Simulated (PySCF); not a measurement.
**Ge2H4, SMILES `[GeH2]=[GeH2]`: what the electrons do**

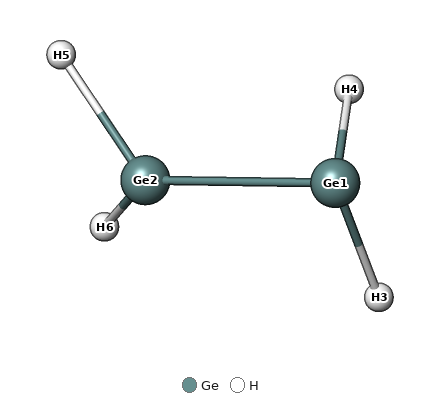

The molecule, with its atoms numbered as below. No frequency check shows the geometry to be a minimum.

Geometry (Å), atoms numbered from 1:

```
Ge1      1.2749    0.0404    0.0283
Ge2     -1.1904   -0.0083    0.0479
H3       1.1280   -1.5467   -0.1792
H4       0.5820    0.1970   -1.4828
H5      -2.0405    1.2881   -0.3375
H6      -2.3738   -0.9661   -0.4407
```

Part 1: Bonding charge

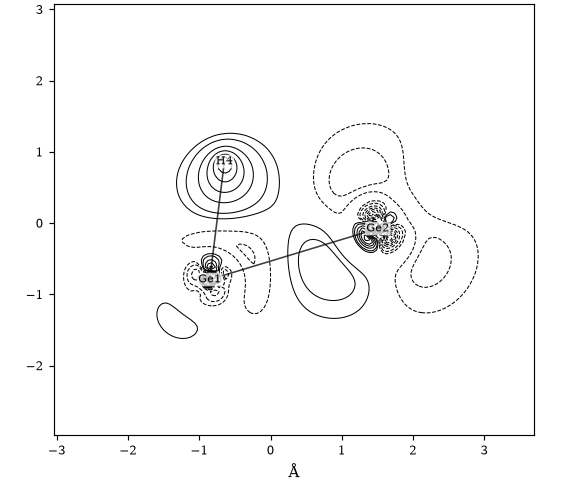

Deformation density (molecule less spherical, spin-averaged free atoms) in the plane of Ge1, Ge2 and H4; contours at ±0.05 to ±0.8 e/Å³; solid lines: gain, dashed lines: loss.

Method: ωB97X/def2-SVPD; geometry: GFN2-xTB; program: PySCF.

Question: Describe the bonding that the map shows.

Answer: Ge1–H4: +0.12 e/Å³ at the bond critical point (bond length 1.67 Å). Ge1–Ge2: +0.04 e/Å³ at the bond critical point (bond length 2.47 Å). In all, 1.3 electrons gather in the regions of gain relative to the promolecule. A small or negative value marks a very polar bond, one between electron-rich atoms, whose free-atom densities already overlap strongly, a long bond to a heavier atom, or a closed-shell contact such as a hydrogen bond.

Question: Where do the Hirshfeld charges lie?

Answer: The highest Hirshfeld charge is on Ge2 (+0.33 e), the lowest on H3 (−0.12 e).

Part 2: Bond critical points

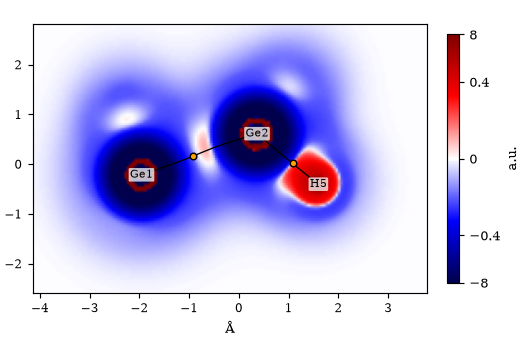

Negative Laplacian of the density (−∇²ρ) in the plane of Ge1, Ge2 and H5 (red positive, blue negative, colour scale in a.u., logarithmic beyond ±0.04), with bond paths and bond critical points (dots).

Question: At which bond critical points in this plane is charge locally concentrated, and at which depleted?

Answer: Concentrated (∇²ρ < 0): Ge2–H5 (−0.01 a.u.). Depleted (∇²ρ > 0): Ge1–Ge2 (+0.03 a.u., H = −0.024).

Question: Where along Ge2–H5 does the critical point lie?

Answer: 0.93 Å from Ge2 and 0.67 Å from H5.

Part 3: Electrostatic potential

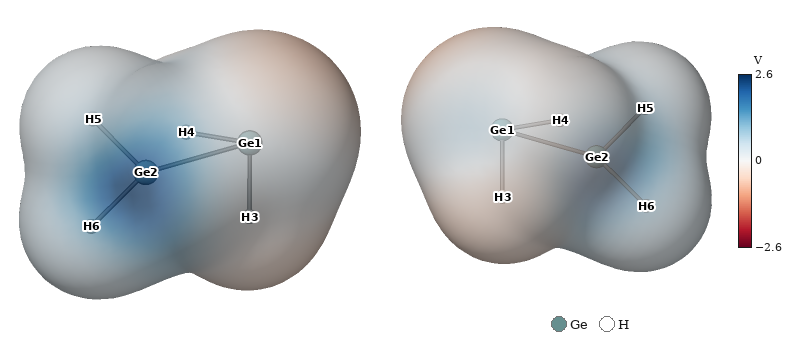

Electrostatic potential on the surface of electron density 0.001 a.u. (back view left, front view right).

Question: Where are the extremes of the potential on the surface?

Answer: Highest: 2.53 V, 1.9 Å from Ge2. Further maxima include 1.06 V, near H6 (2.07 Å), Ge2 (2.13 Å), H5 (2.16 Å) and H4 (2.23 Å); 0.52 V, off the Ge1–H4 bond (2.1 to 2.3 Å from its atoms). Lowest: −0.62 V, 2.4 Å from Ge1. Further minima include −0.46 V, 1.6 Å from H3; 0.04 V, 1.5 Å from H5. The surface is sampled at points, so like sites can differ by a few per cent and only the strongest of them is named.

Question: What volume does the surface enclose, and what is the dipole moment?

Answer: About 108 Å³; the dipole moment is 1.8 D.

Part 4: Excited states

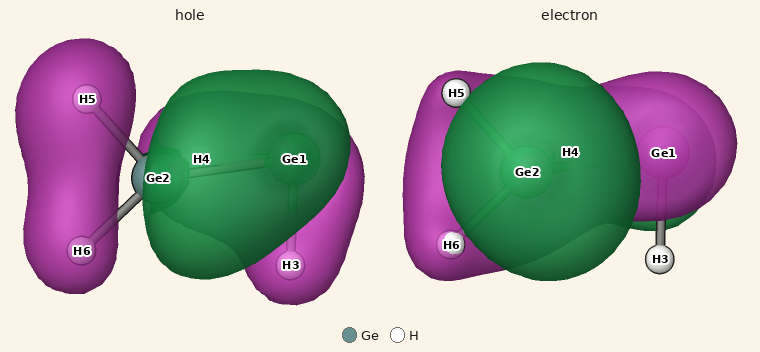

Leading natural transition orbital pair of T₂ (full linear response triplet states); the surfaces enclose about 85 % of each orbital's density.

PySCF calculation, B3LYP/def2-SVPD, gas phase; geometry: GFN2-xTB.

Question: Where does the state lie, and where do hole and electron sit?

Answer: 2.76 eV (450 nm), spin-forbidden from the singlet ground state; the leading pair carries 100 %; hole on Ge2 (44 %), Ge1 (28 %) and H4 (10 %), electron on Ge2 (65 %), Ge1 (18 %) and H4 (8 %); their centroids lie 0.5 Å apart. In canonical orbitals it is mainly HOMO−1 → LUMO (98 %). The HOMO–LUMO gap is 3.55 eV.

Part 5: Localised orbitals

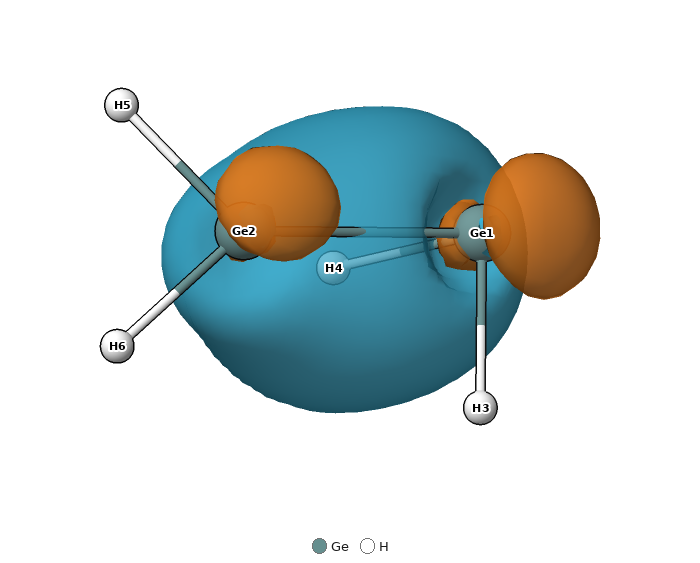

Pipek–Mezey orbitals, occupied; each surface holds about 80 % of the orbital's density. Energies are diagonal elements of the Fock matrix.

Method: B3LYP/def2-SVPD; geometry: GFN2-xTB; program: PySCF.

Question: What does this orbital represent?

Answer: Multicentre orbital mainly over H4, Ge1 and Ge2 (H4 51 %, Ge1 35 %, Ge2 14 %; −10.1 eV).
